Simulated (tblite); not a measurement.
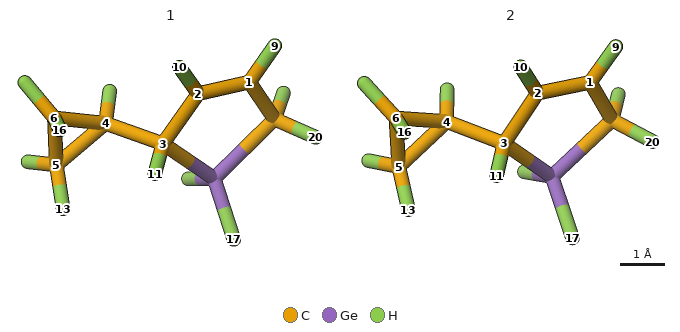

Two geometries of C$_{7}$H$_{12}$Ge, drawn at one scale. One is the start of a relaxation, the other its converged end. Style: stick. Shown from a free direction.

These are results of tblite, GFN2-xTB geometry optimisation, gas phase, not measurements. 

Which of the two is the end point?

Answer. Structure 1 is the relaxed one. The energy falls by 13.3 kcal/mol in 45 geometry steps. The atom that moves furthest after the best rigid fit is an H atom (0.19 Å). Largest moves by element: H 0.19 Å, C 0.09 Å, Ge 0.07 Å. Among the contacts that change: C–Ge 1.924 → 1.999 Å, C–Ge 1.933 → 1.983 Å, Ge–H 1.554 → 1.507 Å, C–H 1.126 → 1.080 Å. Bond angles that change, for instance: H–C–H 122.7° → 113.6°, H–Ge–H 115.2° → 106.5°, H–C–H 122.0° → 113.6°. Cost: 0.36 s on 1 thread of Intel(R) Xeon(R) Platinum 8488C (shared host).
